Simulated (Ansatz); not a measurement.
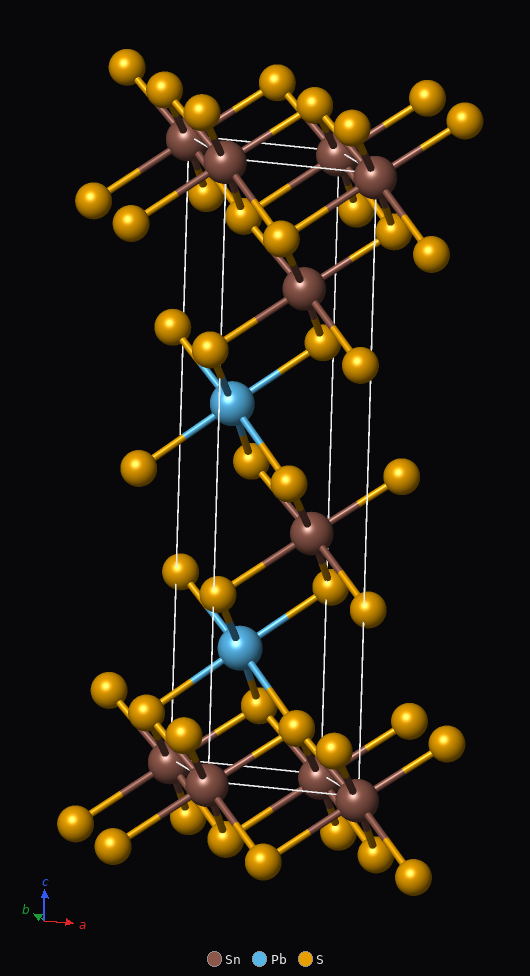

Drawn in the ball-and-stick manner and seen slightly off an axis. The cell (the run's own, in a reduced setting) is drawn as a box. Some atoms of the next cells are drawn as well.

```
CELL_PARAMETERS angstrom
0.00000 -4.17757 0.00000
-3.65566 2.08879 -0.01055
2.38128 0.00000 -17.05518
ATOMIC_POSITIONS crystal
Sn 0.98474 0.96948 0.99455
Sn 0.58566 0.17132 0.79871
Sn 0.78149 0.56299 0.39661
Pb 0.17549 0.35097 0.59773
Pb 0.37506 0.75013 0.19572
S 0.25806 0.51611 0.89444
S 0.85859 0.71718 0.69918
S 0.45626 0.91252 0.49185
S 0.05802 0.11605 0.29708
S 0.65584 0.31168 0.08973
```

Setup: DFT PBE, scalar-relativistic, plane waves, PAW in Ansatz; a kinetic-energy cutoff of 420 eV, k-points about 0.18 Å⁻¹ apart, Gaussian smearing of 0.01 eV, no spin polarisation.

Q: How charged are the atoms, by the Bader scheme?

A: Sn +1.02 e; Pb +0.97 e; S -1.00 e. The transfer is large, as in an ionic solid.

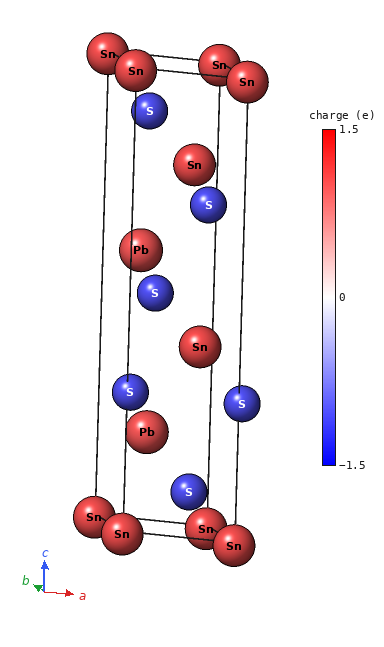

The atoms coloured by those charges.

Origin of the cell: a structure type filled with these elements by a generator (whether the compound takes this form wasn't checked). Earlier steps of the study, as a rule a relaxation of our own, may have changed the cell and positions, so they can lie some per cent off the listed ones. It was the input of a calculation with Ansatz.
